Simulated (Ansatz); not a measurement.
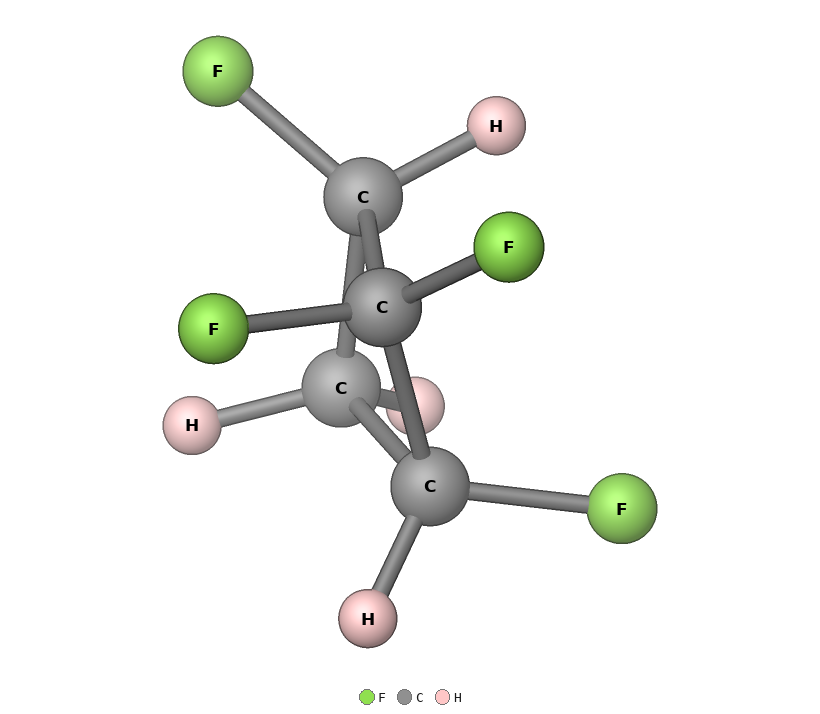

Distant atoms are faded towards the background colour. Computed geometry: PBE0-D4/def2-TZVP optimisation.

List the symmetry elements and name the point group.

It has no symmetry element but the identity, so the point group is C1. The group has 1 operation. The geometry is chiral, and symmetry allows a dipole moment.
